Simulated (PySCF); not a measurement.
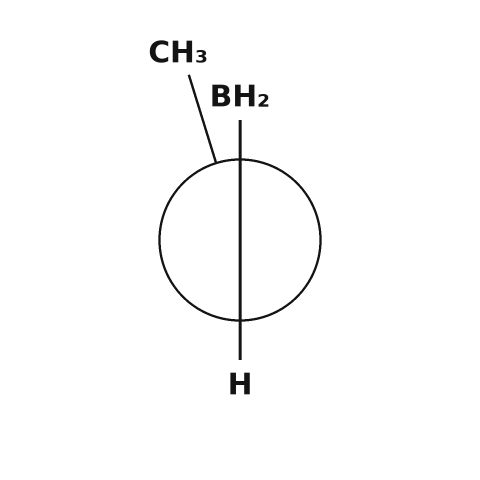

A Newman projection along the B–S bond, boron in front; angles are drawn as computed, but eclipsed bonds slightly apart. The geometry was computed by an optimisation with PBE0-D3(BJ)/def2-SVP. No frequency run is at hand to confirm it as a minimum.

Q: Which molecule is it?

A: CH6B2S, BBSC

Q: What is the torsion angle from the front BH2 to the back CH3? The sign is positive where the front bond must turn clockwise to cover the back bond.

A: 0°, synperiplanar (eclipsed).
